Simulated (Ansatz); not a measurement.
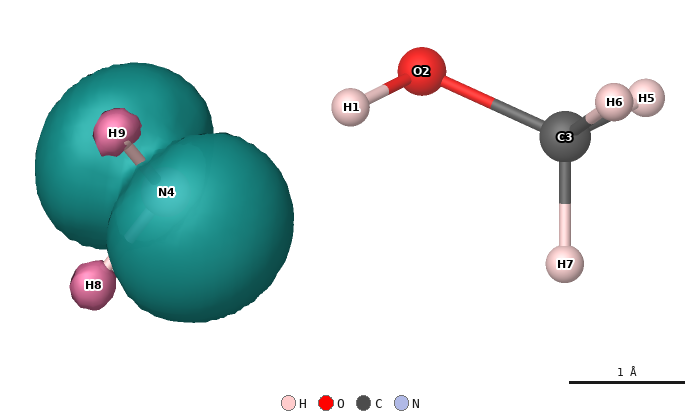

CH4O···NH2 (doublet). Isosurfaces of the spin density at +0.04 (teal) and −0.04 e/Å³ (pink), seen at a tilt.

Theory: Ansatz 0.2.0, UKS B3LYP-D4/def2-SVP.

```xyz
9

H    -0.0941   -0.4838   -0.4158
O     0.0926   -0.0426   -1.2585
C     0.3392    1.3110   -0.9988
N    -0.4634   -1.6816    1.5278
H     0.5723    1.8080   -1.9545
H    -0.5311    1.8440   -0.5598
H     1.2050    1.4830   -0.3242
H     0.2389   -2.1870    2.0946
H    -1.3593   -2.0509    1.8893
```

**Which atoms carry the spin?**

The unpaired spin (1 electron) lies mostly on N4 (about 0.9), in electrons by Hirshfeld's partition.
